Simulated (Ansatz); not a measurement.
## What (SiC)2(MgO)2 [0001] superlattice, started as wurtzite distorts into

Which phase does (SiC)2(MgO)2 [0001] superlattice, started as wurtzite fall into along its unstable mode, and how much energy does it gain?

Program: Ansatz 0.2.0. Level of theory: DFT PBE, scalar-relativistic, plane waves, PAW. Results are calculated unless marked as measured.

The structure was built from a prototype and need not be the compound's stable phase.

### Step 1. Starting point

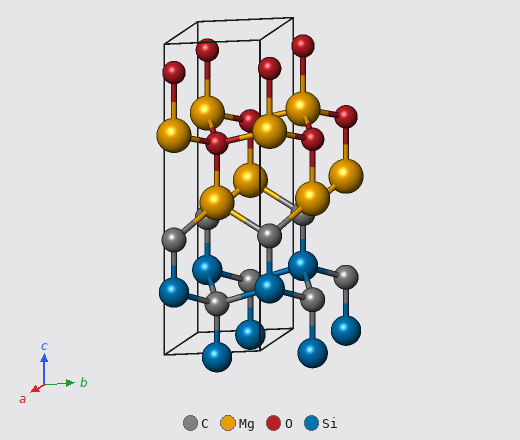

The cell as given, slightly off an axis (carbon grey, magnesium orange, oxygen red, silicon blue). 2×2×1 cells are drawn.

### Step 2. Linear response at the zone centre

The cell comes from relaxations at this level that are not shown. The zone centre is the only wavevector solved here; it holds the modes that light can see, as far as symmetry allows. No field response is asked, since the mesh shows no gap.

The input, input.yaml:

```yaml
crystal:
  lattice:
    - [3.243695355, 0.0, 0.0]
    - [-1.6218476775, 2.8091225796, 0.0]
    - [0.0, 0.0, 10.7126345066]
  atoms:
    - { symbol: C, position: [0.3333333333, 0.6666666667, 0.1797329674] }
    - { symbol: C, position: [0.6666666667, 0.3333333333, 0.4135703993] }
    - { symbol: Mg, position: [0.3333333333, 0.6666666667, 0.5050103588] }
    - { symbol: Mg, position: [0.6666666667, 0.3333333333, 0.7501083336] }
    - { symbol: O, position: [0.3333333333, 0.6666666667, 0.6960118332] }
    - { symbol: O, position: [0.6666666667, 0.3333333333, 0.9523989526] }
    - { symbol: Si, position: [0.3333333333, 0.6666666667, 0.008125332] }
    - { symbol: Si, position: [0.6666666667, 0.3333333333, 0.245041823] }
kpoints:
  mp_grid: { grid: [12, 12, 4] }
hamiltonian:
  xc: pbe
scf:
  occupations: { method: methfessel_paxton, width: 0.2 }
output:
  eigenvalues: true
phonons:
  method: dfpt
```

Started as:

```console
> ansatz run input.yaml --threads 8 --pin off --max-ram 14336MiB --backend cpu --events-out ev --progress --plain --runs-dir out
```

Numbers of over 12 decimals in the logs are rounded to 6 here.

Output:

```text
Engine: ansatz 0.2.0, aarch64-unknown-linux-gnu
Pseudopotentials: kind: paw
Pseudopotential: C, paw, valence charge 4, recommended cutoff 420 eV (normal), C.paw.azcp
Pseudopotential: Mg, paw, valence charge 10, recommended cutoff 420 eV (normal), Mg.paw.azcp
Pseudopotential: O, paw, valence charge 6, recommended cutoff 420 eV (normal), O.paw.azcp
Pseudopotential: Si, paw, valence charge 4, recommended cutoff 420 eV (normal), Si.paw.azcp
Functional definition: PBE
  parameter kappa = 0.804
  parameter beta = 0.066725
  exchange = pbe_x(kappa = kappa, mu = beta*pi^2/3)
  correlation = pbe_c(beta = beta)
Crystal: 8 atoms, lattice volume = 97.613 Å³
Basis set: ecut = 420 eV, 1931 PW (Γ), exchange–correlation on 48×48×144 points (8 copies of the dense FFT grid, shifted against one another)
Bands: 32, of which v1, the nominal top of the filled ones, is band 24 counted from 1 (23 counted from 0)
Symmetry: 6 space group operations
k-points: 164 of 576 (irreducible under 2 space group operations, time reversal used)
Non-local potential: C, projectors of the file, l = 0: 2, l = 1: 2, l = 2: 1
Non-local potential: Mg, projectors of the file, l = 0: 3, l = 1: 2, l = 2: 1
Non-local potential: O, projectors of the file, l = 0: 2, l = 1: 2, l = 2: 1
Non-local potential: Si, projectors of the file, l = 0: 2, l = 1: 2, l = 2: 2
PAW form: soft (Blöchl's): semilocal exchange-correlation on the pseudo side does not see the compensation charge
PAW one-centre angular grid: C, 110 points (default); XC on 64 Gauss nodes
PAW one-centre angular grid: Mg, 110 points (default); XC on 64 Gauss nodes
PAW one-centre angular grid: O, 110 points (default); XC on 64 Gauss nodes
PAW one-centre angular grid: Si, 110 points (default); XC on 64 Gauss nodes
Initial density: superposition of atomic densities (neutral atoms: chi_scale 0, normalization atom), corrected by the library's trained network
Initial wavefunctions: pseudopotential atomic-orbital guess
Functional: x = pbe(κ = 0.804, μ = 0.219515), c = pbe(β = 0.066725)
SCF iter   1: F=—  HF=-6756.134429 eV  |F-HF|=—  |Δ(HF+E_count)|=         —  Δρ=6.18e-3  dr2=1.52e-1  ethr=1.77e-3  ⟨swp⟩=6.3  Hψ=24315  notcnv=0
preconditioner: auto → Kerker (q_TF=auto, 2.424 Å⁻¹)  [metal: Δε(μ)=0.086 eV  Ē_g=10.731 eV  σ=0.200 eV  W_gap=0.34  n_scr=26 (ndim 8)  ℏωp=20.6 eV  f_vac=0.000  D(μ)=2.68/eV (n_scr^D=6)]
SCF iter   2: F=—  HF=-6756.126071 eV  |F-HF|=—  |Δ(HF+E_count)|=   8.36e-3  S|Δr|=    0.00e0  Δρ=3.24e-3  dr2=5.34e-2  ethr=3.16e-4  ⟨swp⟩=1.0  Hψ=6560  notcnv=0
SCF iter   3: F=—  HF=-6756.120859 eV  |F-HF|=—  |Δ(HF+E_count)|=   5.21e-3  S|Δr|=    0.00e0  Δρ=1.11e-3  dr2=1.34e-2  ethr=1.11e-4  ⟨swp⟩=1.0  Hψ=4943  notcnv=0
SCF iter   4: F=—  HF=-6756.118949 eV  |F-HF|=—  |Δ(HF+E_count)|=   1.91e-3  S|Δr|=    0.00e0  Δρ=7.52e-4  dr2=6.59e-3  ethr=2.80e-5  ⟨swp⟩=1.1  Hψ=4963  notcnv=0
SCF iter   5: F=—  HF=-6756.117697 eV  |F-HF|=—  |Δ(HF+E_count)|=   1.25e-3  S|Δr|=    0.00e0  Δρ=4.63e-4  dr2=2.45e-3  ethr=1.37e-5  ⟨swp⟩=1.2  Hψ=4973  notcnv=0
SCF iter   6: F=—  HF=-6756.117106 eV  |F-HF|=—  |Δ(HF+E_count)|=   5.91e-4  S|Δr|=    0.00e0  Δρ=2.24e-4  dr2=1.87e-4  ethr=5.10e-6  ⟨swp⟩=1.3  Hψ=6261  notcnv=0
SCF iter   7: F=—  HF=-6756.117084 eV  |F-HF|=—  |Δ(HF+E_count)|=   2.23e-5  S|Δr|=    0.00e0  Δρ=9.09e-5  dr2=2.34e-5  ethr=3.90e-7  ⟨swp⟩=2.3  Hψ=8336  notcnv=0
SCF iter   8: F=—  HF=-6756.117081 eV  |F-HF|=—  |Δ(HF+E_count)|=   2.89e-6  S|Δr|=    0.00e0  Δρ=2.65e-5  dr2=2.77e-6  ethr=4.88e-8  ⟨swp⟩=3.0  Hψ=8903  notcnv=0
SCF iter   9: F=—  HF=-6756.117080 eV  |F-HF|=—  |Δ(HF+E_count)|=   6.77e-7  S|Δr|=    0.00e0  Δρ=1.17e-5  dr2=4.56e-7  ethr=5.78e-9  ⟨swp⟩=2.9  Hψ=8691  notcnv=0
SCF iter  10: F=—  HF=-6756.117080 eV  |F-HF|=—  |Δ(HF+E_count)|=   7.41e-8  S|Δr|=    0.00e0  Δρ=4.84e-6  dr2=6.22e-8  ethr=9.49e-10  ⟨swp⟩=2.0  Hψ=8665  notcnv=0
SCF iter  11: F=—  HF=-6756.117080 eV  |F-HF|=—  |Δ(HF+E_count)|=   7.16e-9  S|Δr|=    0.00e0  Δρ=1.44e-6  dr2=4.24e-9  ethr=1.30e-10  ⟨swp⟩=2.6  Hψ=8257  notcnv=0
SCF iter  12: F=—  HF=-6756.117080 eV  |F-HF|=—  |Δ(HF+E_count)|=  8.19e-12  S|Δr|=    0.00e0  Δρ=5.72e-7  dr2=5.16e-10  ethr=8.83e-12  ⟨swp⟩=2.1  Hψ=8244  notcnv=0
SCF iter  13: F=—  HF=-6756.117080 eV  |F-HF|=—  |Δ(HF+E_count)|=  1.09e-11  S|Δr|=    0.00e0  Δρ=2.36e-7  dr2=6.55e-11  ethr=1.07e-12  ⟨swp⟩=2.0  Hψ=8503  notcnv=0
SCF iter  14: F=-6756.117080 eV  HF=-6756.117080 eV  |F-HF|=2.73e-12  |Δ(HF+E_count)|=  2.73e-12  S|Δr|=    0.00e0  Δρ=4.55e-8  dr2=4.56e-12  ethr=1.00e-12  ⟨swp⟩=10.3  Hψ=28318  notcnv=0
SCF 1 converged in 14 iterations: F = -6756.117080 eV  dr2 = 4.56e-12
  greatest PAW one-centre occupation: 1.000 electrons in one spin orbital (limit 2), on the Mg atom at site 2 (counted from 0), in its partial waves of l = 0
DFPT response loops at Γ: preconditioner auto → Kerker (q_TF=auto, 2.424 Å⁻¹) (partly filled bands, converged f_vac=0.000); β = 1.00, the filter's whole step (`scf.mixing.beta` (0.50) is not read by the response loops under this deck's `scf.mixing.preconditioner`; to damp them name `kerker` or `kerker_dos`, under which they read `scf.mixing.beta`, and type it under 1.00, their step now; both keys bind the ground state too); Broyden in place of MSR1
SCF converged after 14 iterations
Stability not checked: this state was not tested for a lower state beside it, because cold or Methfessel-Paxton smearing, or corrected tetrahedra, fill the levels in a way that the test cannot read (fill_not_monotonic; see scf.lower_state_search)
Free energy (F): -6756.117080 eV
Harris-Foulkes:  -6756.117080 eV  (|F-HF|=2.73e-12)
Internal energy: -6756.114672 eV  (E = F + TS)
E sigma→0 (E₀):  -6756.116478 eV
Entropy (-TS):   -0.002408 eV (-0.301 meV/atom)
Fermi energy:    8.434323 eV
Step filling:    the computed levels leave a gap of 0.0000 eV = 0.0 smearing widths at the electron count; against every level under it full and every level over it empty, smearing changes F+E_penalty+E_count by +2.455 meV and its σ→0 estimate by +3.057 meV
--- Per-component energies (eV) ---
  E_band       = -644.517140
  E_kinetic    = 764.511886
  E_local      = -4899.256822  (includes V_loc(G=0)·N_el)
  E_nonlocal   = 389.063168
  E_hartree    = 1860.196584
  E_xc         = -414.737122
  E_vxc        = -479.374219  (∫ρ·V_xc dr)
  E_paw        = -2121.241823  (= ΣΔE_a)
  E_vpaw       = -139.859157  (= ΣTr[D̂ρ^β])
  E_aug_tail   = 0.004826  (compensation charges beyond the density's cutoff)
  E_ewald      = -2334.655368
  E_smearing   = -0.002408  (= −TS)
  E_closure    = 0.000000  (closes the sum)
  Σ components = -6756.117080   (vs F -6756.117080, Δ=0.00e0)
--- Band table (eV; the first three rows and the last of 164) ---
  k-point 0: bands = [... 20 lower, 6.4793, 6.4904, 6.4904, 9.2674, 9.2674, 10.1849, 11.7333, 12.8414, ... 4 higher]
  k-point 1: bands = [... 20 lower, 6.4903, 6.4903, 6.7390, 9.2674, 9.2674, 10.0811, 11.6781, 12.8396, ... 4 higher]
  k-point 2: bands = [... 20 lower, 6.4902, 6.4902, 6.9409, 9.2675, 9.2675, 9.9749, 11.6386, 12.8379, ... 4 higher]
  k-point 163: bands = [... 20 lower, 3.7315, 5.6622, 6.2926, 7.3517, 9.8182, 10.1857, 11.9525, 12.4551, ... 4 higher]
--- Phonons (Γ-DFPT): 16 representative perturbations + reference, on 164 of 576 k-points (Σ response iterations 54) ---
  k mesh reduced under 2 symmetry operations, with k and −k counted as one. Each operation leaves every solved perturbation unchanged. A smaller set is not used because it would not reduce the number of displacements times k-points to solve
  ASR residual: 2.832e-3 → 0.000e0 eV/Å²; symmetrization residual: 1.212e-5 eV/Å²
  ASR residual per site (eV/Å²): 7.04e-5 1.44e-4 4.96e-4 2.83e-3 5.04e-4 1.72e-3 1.87e-4 2.51e-4
  Γ frequencies (cm⁻¹): -105.35 -105.35 0.00 0.00 0.00 105.64 105.64 139.27 139.27 190.15 190.15 221.05 313.25 423.32 434.19 501.98 505.46 505.46 536.00 536.00 562.92 562.92 789.58 888.25
  non-analytic LO–TO correction: not included (Born effective charges unavailable; polar crystals: no LO–TO splitting at Γ)
```

Wall time 94 s (8 threads of Arm Neoverse V2, shared host); peak memory 1.9 GiB.

Reading the cycles: dr2 is the Hartree energy of the density residual (eV), the measure of convergence; HF is the Harris–Foulkes estimate of the energy, which meets the free energy F at convergence.

This step gave:

| Item | Value |
| --- | --- |
| volume per atom | 12.20 Å³ |
| gap on the k-mesh | 0 eV |
| sum-rule residual before enforcement | 0.002832 eV/Å² |
| point group | 3m |
| highest optical mode at the zone centre (no LO-TO term) | 888.2 cm⁻¹ |
| lowest optical zone-centre mode | -105.3 cm⁻¹ |

Patterns of degenerate modes are one choice out of their space. The modes at Γ (shares of kinetic energy by element, %) (negative means imaginary):

| mode | frequency (cm⁻¹) | symmetry | C % | Mg % | O % | Si % |
| --- | --- | --- | --- | --- | --- | --- |
| 1 | -105.3 | E | 1 | 3 | 43 | 54 |
| 2 | -105.3 | E | 1 | 3 | 43 | 54 |
| 3 | 0.0 | acoustic | 15 | 30 | 20 | 35 |
| 4 | 0.0 | acoustic | 15 | 30 | 20 | 35 |
| 5 | 0.0 | acoustic | 15 | 30 | 20 | 35 |
| 6 | 105.6 | E | 4 | 33 | 49 | 14 |
| 7 | 105.6 | E | 4 | 33 | 49 | 14 |
| 8 | 139.3 | E | 18 | 52 | 17 | 13 |
| 9 | 139.3 | E | 18 | 52 | 17 | 13 |
| 10 | 190.2 | E | 18 | 14 | 10 | 58 |
| 11 | 190.2 | E | 18 | 14 | 10 | 58 |
| 12 | 221.1 | A1 | 9 | 54 | 7 | 31 |
| 13 | 313.2 | A1 | 6 | 38 | 38 | 18 |
| 14 | 423.3 | A1 | 0 | 48 | 42 | 9 |
| 15 | 434.2 | A1 | 0 | 21 | 75 | 4 |
| 16 | 502.0 | A1 | 11 | 7 | 18 | 64 |
| 17 | 505.5 | E | 71 | 29 | 0 | 0 |
| 18 | 505.5 | E | 71 | 29 | 0 | 0 |
| 19 | 536.0 | E | 0 | 39 | 61 | 0 |
| 20 | 536.0 | E | 0 | 39 | 61 | 0 |
| 21 | 562.9 | E | 73 | 0 | 0 | 27 |
| 22 | 562.9 | E | 73 | 0 | 0 | 27 |
| 23 | 789.6 | A1 | 83 | 0 | 0 | 16 |
| 24 | 888.2 | A1 | 75 | 2 | 1 | 23 |

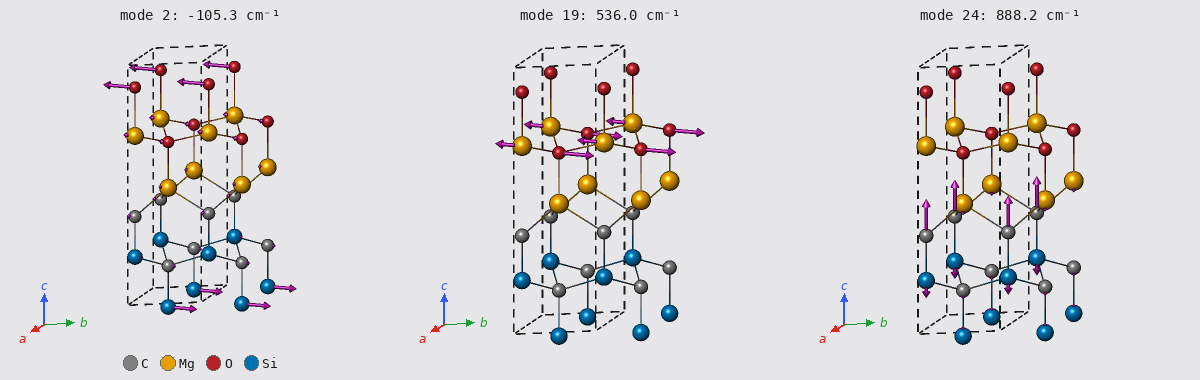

Displacement patterns of modes 2, 19 and 24 at Γ; arrows are exaggerated. 2×2×1 cells are drawn.

Before it was imposed, the acoustic sum rule was missed by 0.0028 eV/Å². Small misses are needed for a sound result but don't prove that mesh and cutoff are converged. The lowest optical mode is imaginary, 105.3i cm⁻¹, so the energy falls along it.

### Step 3. The mode frozen in, largest atomic shift 0 Å

The mode followed lies at Γ with frequency 105.3i cm⁻¹ and is 2-fold degenerate, the softest among the wavevectors solved. At small amplitude the distorted cell has space group no. 1 by a symmetry search on the positions. The undistorted cell that holds it gives the zero of energy on the same k mesh.

input.yaml, as its differences from that of step 2:

```diff
@@ -21,4 +21,4 @@
 output:
+  forces: true
+  stress: true
   eigenvalues: true
-phonons:
-  method: dfpt
```

Output:

```text
[...]
Crystal: 8 atoms, lattice volume = 97.613 Å³
Basis set: ecut = 420 eV, 1931 PW (Γ), exchange–correlation on 48×48×144 points (8 copies of the dense FFT grid, shifted against one another)
Bands: 32, of which v1, the nominal top of the filled ones, is band 24 counted from 1 (23 counted from 0)
Symmetry: 6 space group operations
[...]
k-points: 69 of 576 (time reversal used)
[...]
k-point 0: bands = [... 20 lower, 6.4793, 6.4902, 6.4902, 9.2674, 9.2674, 10.1849, 11.7332, 12.8414, ... 4 higher]
  k-point 1: bands = [... 20 lower, 6.4901, 6.4901, 6.7390, 9.2674, 9.2674, 10.0811, 11.6779, 12.8397, ... 4 higher]
  k-point 2: bands = [... 20 lower, 6.4901, 6.4901, 6.9409, 9.2675, 9.2675, 9.9749, 11.6384, 12.8379, ... 4 higher]
  k-point 68: bands = [... 20 lower, 3.9556, 5.7851, 6.0873, 6.6845, 10.2207, 10.5788, 12.1109, 12.3322, ... 4 higher]
[key lines of the parts left out:]
SCF converged after 10 iterations
Free energy (F): -6756.117080 eV
Fermi energy:    8.434375 eV
P = ⅓ Tr σ = -0.0004 GPa (-0.004 kbar)
```

Run time: 2.3 s. Hardware: 8 threads; peak memory 0.51 GiB.

This step gave:

| Item | Value |
| --- | --- |
| pressure | -3.80e-4 GPa |
| energy from the undistorted cell | 0 meV/atom |

The run ends at a pressure of 0.00 GPa, with forces up to 0.0011 eV/Å.

### Step 4. The mode frozen in, largest atomic shift 0.08 Å

The atoms are moved along the unstable eigenvector, the largest shift by 0.08 Å, with the cell fixed.

The input, input.yaml:

```yaml
crystal:
  lattice:
    - [3.243695355, 0.0, 0.0]
    - [-1.6218476775, 2.8091225796, 0.0]
    - [0.0, 0.0, 10.7126345066]
  atoms:
    - { symbol: C, position: [0.3306441485, 0.666713987, 0.1797329674] }
    - { symbol: C, position: [0.6693091661, 0.3332868345, 0.4135703993] }
    - { symbol: Mg, position: [0.3358975963, 0.6666215446, 0.5050103588] }
    - { symbol: Mg, position: [0.6710422061, 0.3332563391, 0.7501083336] }
    - { symbol: O, position: [0.3377269702, 0.6665893539, 0.6960118332] }
    - { symbol: O, position: [0.6911120053, 0.3329031804, 0.9523989526] }
    - { symbol: Si, position: [0.3124756869, 0.6670336887, 0.008125332] }
    - { symbol: Si, position: [0.665110002, 0.3333607252, 0.245041823] }
kpoints:
  mp_grid: { grid: [12, 12, 4] }
hamiltonian:
  xc: pbe
scf:
  occupations: { method: methfessel_paxton, width: 0.2 }
output:
  forces: true
  stress: true
  eigenvalues: true
```

Output:

```text
[...]
Crystal: 8 atoms, lattice volume = 97.613 Å³
Basis set: ecut = 420 eV, 1931 PW (Γ), exchange–correlation on 48×48×144 points (8 copies of the dense FFT grid, shifted against one another)
Bands: 32, of which v1, the nominal top of the filled ones, is band 24 counted from 1 (23 counted from 0)
Symmetry: 1 space group operations
[...]
k-point 0: bands = [... 20 lower, 6.4300, 6.4889, 6.5498, 9.2752, 9.2831, 10.1735, 11.7230, 12.4633, ... 4 higher]
  k-point 1: bands = [... 20 lower, 6.4706, 6.4895, 6.7649, 9.2753, 9.2831, 10.0689, 11.6676, 12.4644, ... 4 higher]
  k-point 2: bands = [... 20 lower, 6.4751, 6.4897, 6.9610, 9.2756, 9.2833, 9.9616, 11.6281, 12.4640, ... 4 higher]
  k-point 291: bands = [... 20 lower, 5.0160, 5.4783, 5.7905, 7.8202, 8.5228, 10.6661, 10.9605, 11.5701, ... 4 higher]
[key lines of the parts left out:]
SCF converged after 10 iterations
Free energy (F): -6756.118342 eV
Fermi energy:    8.450631 eV
P = ⅓ Tr σ = 0.3337 GPa (3.337 kbar)
```

The job ended after 9.2 s (8 threads; peak memory 0.93 GiB).

This step gave:

```yaml
pressure: 0.3337 GPa
energy_from_the_undistorted_cell: -0.285 meV/atom
```

The energy, extrapolated to zero smearing, is -0.28 meV/atom against the undistorted cell.

The run ends at a pressure of 0.33 GPa, with forces up to 0.14 eV/Å.

### Step 5. Energy along the mode, all amplitudes (two of the runs are shown above)

An imaginary frequency means negative curvature, so the energy should fall and then rise again as anharmonic terms take over.

Numbers from this step:

| Item | Value |
| --- | --- |
| depth at the lowest point sampled | 0.285 meV/atom |
| largest atomic shift at that point | 0.08 Å |

Table of energy from the parent by largest shift of an atom, one sign:

| largest shift of an atom, one sign (Å) | energy from the parent (meV/atom) |
| --- | --- |
| 0.0000 | 0 |
| 0.0400 | -0.173 |
| 0.0800 | -0.285 |
| 0.1400 | 1.89 |
| 0.2200 | 16.4 |

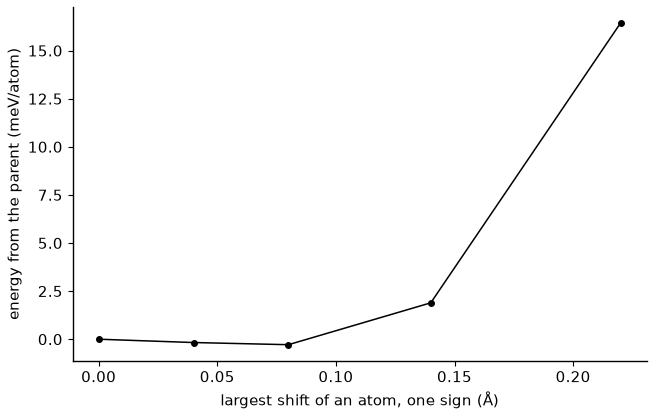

Energy from the parent, plotted against largest shift of an atom, one sign.

Displacement at unit largest shift by atom:

| atom | x (Å) | y (Å) | z (Å) | size |
| --- | --- | --- | --- | --- |
| C1 | -0.11 | 0.00 | 0.00 | 0.11 |
| C2 | 0.11 | 0.00 | 0.00 | 0.11 |
| Mg3 | 0.10 | 0.00 | 0.00 | 0.11 |
| Mg4 | 0.18 | 0.00 | 0.00 | 0.18 |
| O5 | 0.18 | 0.00 | 0.00 | 0.18 |
| O6 | 1.00 | -0.01 | 0.00 | 1.00 |
| Si7 | -0.85 | 0.01 | 0.00 | 0.85 |
| Si8 | -0.06 | 0.00 | 0.00 | 0.06 |

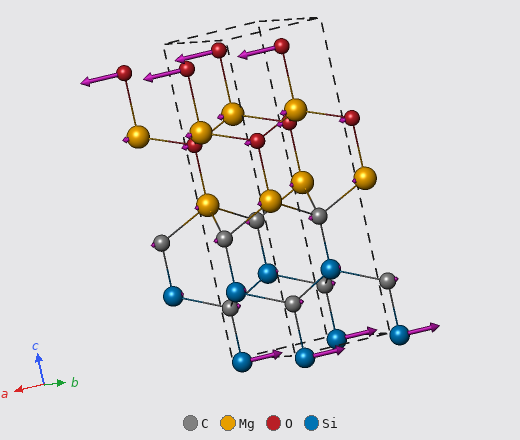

Displacement at unit largest shift as arrows, the longest 1.00 Å. 2×2×1 cells are drawn.

The lowest of the steps tried is at 0.08 Å, 0.285 meV/atom below the parent; the bottom of the well need not coincide with a step.

[end of part 1 of 3]

[Logs are printed without paths, hosts, clocks, repeated set-up lines and the standing remarks that a program may print on its own settings, such as how far it seeks lower states.]

[Hosts, paths, dates, database ids (printed as entryN), source tags and the programs' standing remarks are cut or masked in the printed files.]
